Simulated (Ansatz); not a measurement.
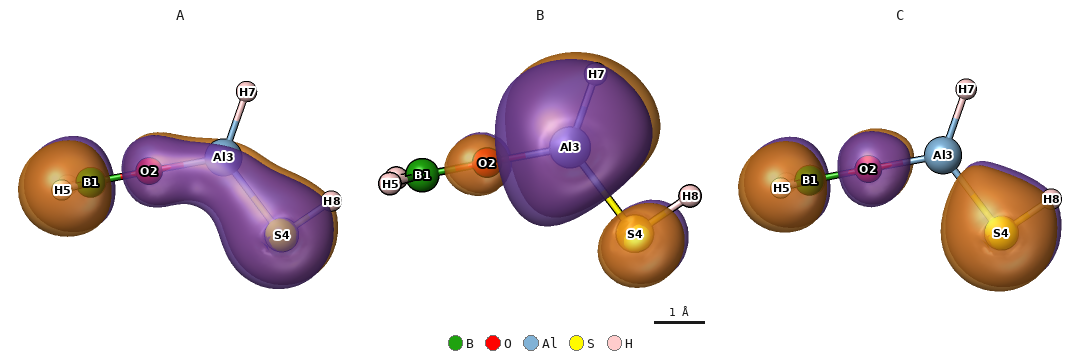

*AlBH$_{4}$OS (SMILES B[O][AlH][SH]). Three frontier orbitals at ±0.08 Å⁻³ᐟ² (orange and purple are the two phases), in no order.*

Theory: RKS PBE0-D4/def2-SVP (Ansatz 0.2.0).

```xyz
8

B    -1.3193   -0.1430   -1.2040
O    -0.5445    0.1554   -0.1561
Al    0.4551    0.5237    1.1685
S     2.5107   -0.1771    1.0549
H    -1.9536   -1.1806   -1.2049
H    -1.3815    0.6274   -2.1428
H    -0.1252    1.3309    2.3865
H     2.8220    0.3472    2.2621
```

Q: Which picture is the HOMO−1, the HOMO and the LUMO?

A: A is the HOMO−1 (−8.15 eV). Its weight (Hirshfeld) is mainly on S4 (about 40 %), B1 (about 15 %), O2 (about 15 %), Al3 (about 10 %), H5 (about 10 %) and H6 (about 10 %). C is the HOMO (−7.72 eV). By Hirshfeld shares it lies mainly on S4 (about 45 %), O2 (about 15 %), B1 (about 10 %), H5 (about 10 %) and H6 (about 10 %). B is the LUMO (−0.81 eV). It lies mainly on Al3 (about 70 %), S4 (about 15 %) and O2 (about 5 %).

Q: What is the HOMO–LUMO gap?

A: 6.91 eV between the orbital energies.
